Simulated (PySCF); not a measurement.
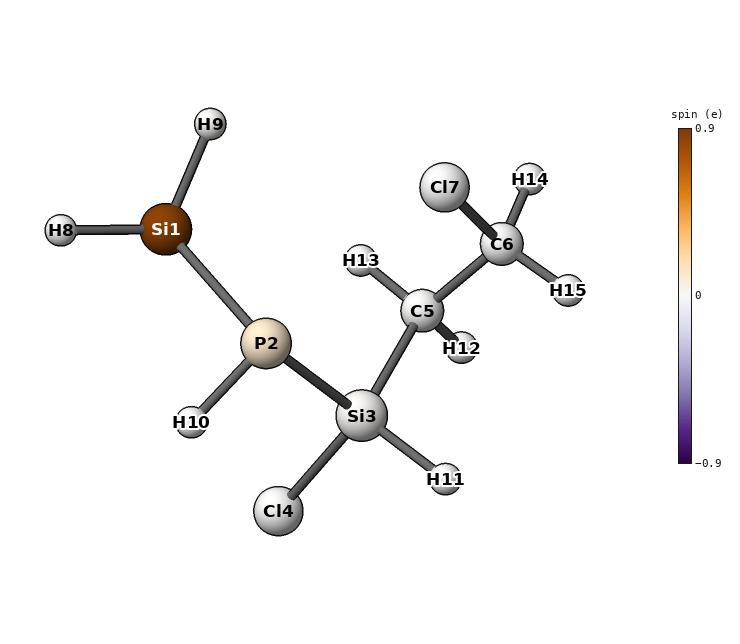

Atoms are coloured by their Mulliken spin populations. State: neutral, doublet. The geometry was computed by an optimisation with GFN2-xTB. No frequency run is at hand to confirm it as a minimum. Level of theory: UKS B3LYP, pcH-1 on C Cl H P Si, non-relativistic (PySCF 2.14.0).

### Which atom carries the largest spin population?

Si1 (0.85 e).

### Which atom has the lowest spin population?

Cl4, C6, Cl7, H8, H10, H11, H12, H13, H14, H15 (0.00 e).

Give the Mulliken spin populations atom by atom.

```json
{"atom": "Si1", "value (e)": "0.85"}
{"atom": "P2", "value (e)": "0.12"}
{"atom": "Si3", "value (e)": "0.01"}
{"atom": "Cl4", "value (e)": "0.00"}
{"atom": "C5", "value (e)": "0.01"}
{"atom": "C6", "value (e)": "0.00"}
{"atom": "Cl7", "value (e)": "0.00"}
{"atom": "H8", "value (e)": "0.00"}
{"atom": "H9", "value (e)": "0.01"}
{"atom": "H10", "value (e)": "0.00"}
{"atom": "H11", "value (e)": "0.00"}
{"atom": "H12", "value (e)": "0.00"}
{"atom": "H13", "value (e)": "0.00"}
{"atom": "H14", "value (e)": "0.00"}
{"atom": "H15", "value (e)": "0.00"}
```

Mulliken values depend strongly on the basis set. The geometry is semi-empirical. Around P, Si such bond lengths and angles can be off by a tenth of an ångström or more and by several degrees, and values that hang on the shape move with them.
